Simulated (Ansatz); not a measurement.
**AlSiH2F3: single-point calculation**

The run: single-point calculation of AlSiH2F3, SMILES F[Si](F)(F)[AlH2]. Method and program: RKS PBE0-D4/def2-TZVPP (Ansatz 0.2.0).

The geometry comes from this level: PBE0-D4/def2-TZVP.

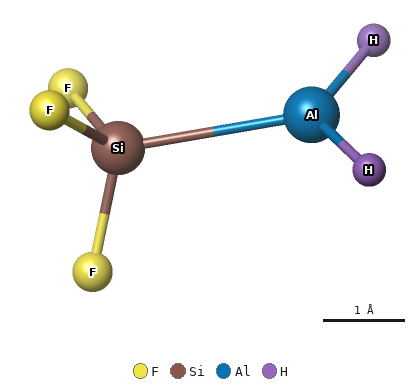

The structure as given in the input (ball-and-stick view, seen at a tilt). Sticks mark near contacts. Bond lengths as drawn: Al–H 1.58 Å, Al–Si 2.47 Å and F–Si 1.59 Å.

**The input**
```yaml
crystal:
  periodic: [false, false, false]
  atoms:
    - {symbol: F, position_ang: [0.581583, -0.848635, 1.954292]}
    - {symbol: Si, position_ang: [0.480824, -0.822443, 0.370206]}
    - {symbol: F, position_ang: [-0.248779, -2.172429, -0.043452]}
    - {symbol: F, position_ang: [1.972902, -0.939812, -0.164322]}
    - {symbol: Al, position_ang: [-0.671255, 1.163893, -0.528128]}
    - {symbol: H, position_ang: [-1.237482, 2.257781, 0.463441]}
    - {symbol: H, position_ang: [-0.816592, 1.293647, -2.097735]}
basis:
  gaussian: {orbitals: def2-TZVPP}
hamiltonian: {xc: pbe0, dispersion: d4}
output: {orbitals: {seedname: orbitals}}
```

Hardware: 2 threads of Arm Neoverse V1, 23 GiB of memory available, shared host.

Run as:
```bash
ansatz run in.yaml --threads 2 --pin off --events-out ev --progress --plain --max-ram 4352MiB
```

**Log**
```
Functional definition: PBE0
  name "PBE0"
  cite "Adamo & Barone, J. Chem. Phys. 110, 6158 (1999) doi:10.1063/1.478522"
  cite "Perdew, Burke & Ernzerhof, Phys. Rev. Lett. 77, 3865 (1996) doi:10.1103/PhysRevLett.77.3865"
  parent pbe
  parameter a = 0.25
  parameter kappa = 0.804
  parameter beta = 0.06672455060314922
  exchange = (1 - a)*pbe_x(kappa = kappa, mu = beta*pi^2/3) + a*exact_x
  correlation = pbe_c(beta = beta)
1177 factors; their error is unknown
mean field evaluation 1: about -22648.7788 eV, gradient 5.3e1 eV
mean field evaluation 2: about -22644.0173 eV, gradient 8.0e1 eV
mean field evaluation 4: about -22652.6023 eV, gradient 7.0e-1 eV
mean field evaluation 8: about -22652.6042 eV, gradient 1.1e-2 eV
mean field -22652.66042520 eV, -832.4699161012 hartree, gradient 7.3e-5 eV, S^2 0.000000; 0 other end points of the search recorded, 0 dependent functions left out
reference -22652.66045775 eV, -832.4699172978 hartree; 28, 28 occupied and 177, 177 virtual orbitals, 1177 factors
Total energy: -22652.77948175 eV, -832.4742913491 hartree
```

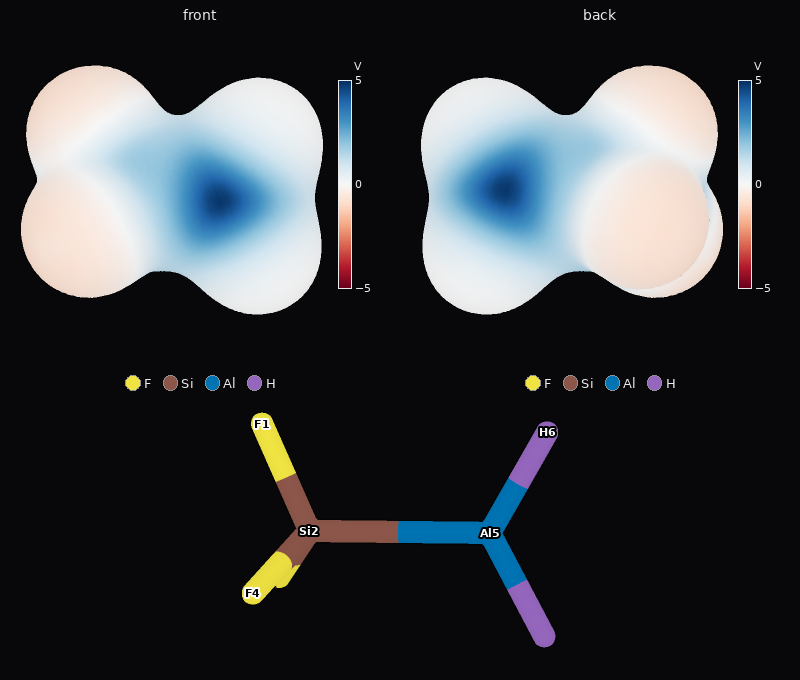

The electrostatic potential painted on the density surface at 0.002 e/bohr³, seen face on and from behind; red is negative and blue positive. The bare structure is drawn below in the same view. A positive charge is drawn to the negative regions and a negative charge to the positive ones.

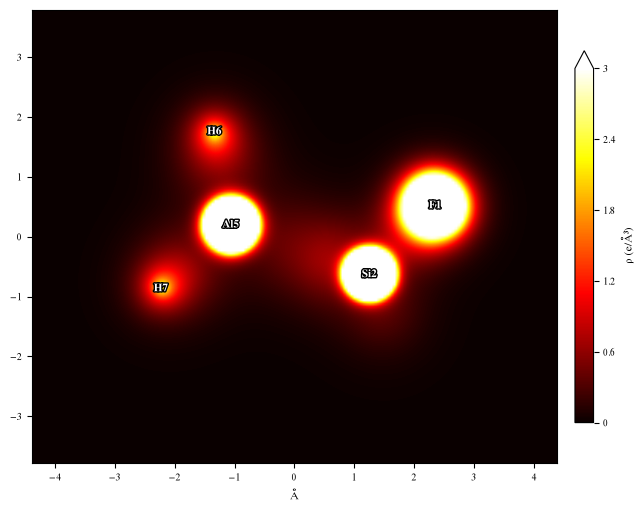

Electron density on the plane of atoms H6, Al5 and H7. Atoms in the plane: F, Si, Al and H. Al–Si (2.47 Å): ρ is about 0.53 e/Å³ halfway. Al–H (1.58 Å): ρ is about 0.57 e/Å³ halfway.

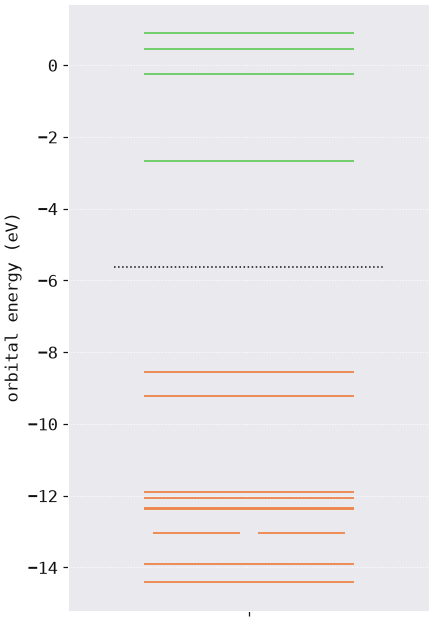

Orbital energies near the frontier; the dotted line parts filled from empty levels, and levels within 0.02 eV of each other stand side by side. Highest filled −8.55 eV, lowest empty −2.68 eV, 5.87 eV apart.

**Results in brief**

| quantity | value |
| --- | --- |
| outcome | converged |
| total energy | −22652.7795 eV |
| mean-field energy | −22652.6605 eV |
| dispersion energy | −0.1190 eV |
| SCF solution under orbital rotations | stable |
| HOMO | −8.55 eV |
| LUMO | −2.68 eV |
| wall time | 3.4 s (CPU time 6.5 s) |
| peak memory | 0.44 GiB |
